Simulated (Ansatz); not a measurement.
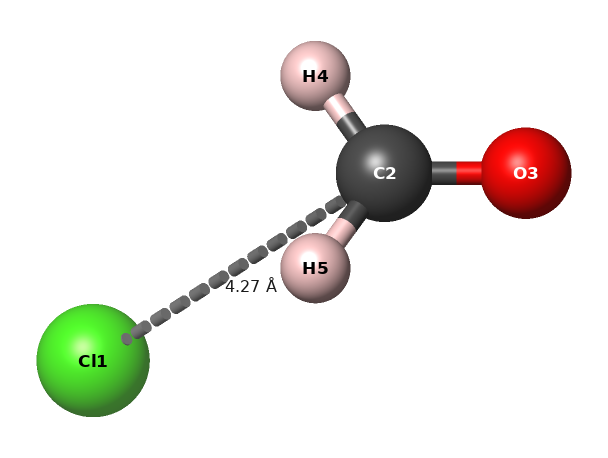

Two molecules or ions; the broken line marks their closest contact (measured against van der Waals radii). The species has charge −1 and is a spin singlet. Geometry: a pair of rigid molecules at a changed separation. Program: Ansatz 0.2.0.

### Which two species are they?

Cl and CH2O (`C=O.[Cl-]`).

Give the counterpoise-corrected interaction energy (kJ/mol, monomers kept as in the pair) with RHF-CCSD(T) (frozen core)/def2-TZVPPD; ωB97M-V/def2-TZVPPD.

```tsv
level	interaction energy (kJ/mol)
RHF-CCSD(T) (frozen core)/def2-TZVPPD	−25.5
ωB97M-V/def2-TZVPPD	−26.8
```
